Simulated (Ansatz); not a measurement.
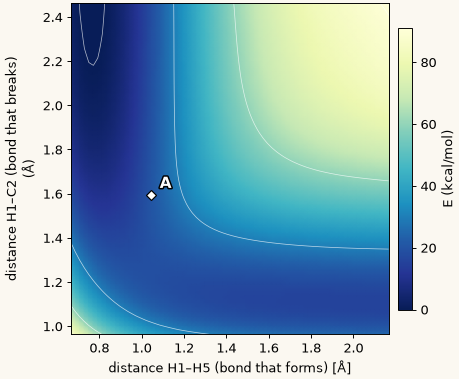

The reacting system C₃H₇ (fragments C₃H₆ + H where the first distance is long, H₂ + C₃H₅ where the second is long), spin multiplicity 2. First axis: distance H1–H5 (bond that forms). Second axis: distance H1–C2 (bond that breaks). Relaxed at each point: all other coordinates. The scan uses a 7 × 7 grid. Points are written as (first, second). All energies are given in kcal/mol relative to the lowest grid point. In part of the range the unrestricted reference is strongly spin-contaminated. Method: UKS r2SCAN0-D4/def2-SVP in Ansatz 0.2.0.

Drawn: a smooth colour map with a few white contour lines, the point A. Between grid points the surface is interpolated.

**Which way does the force act at A, and how strong is it?**

A, at (1.046 Å, 1.594 Å), is not a stationary point. The computed force is 65 kcal/mol for each Å towards smaller values of the first coordinate and nearly zero along the second coordinate.
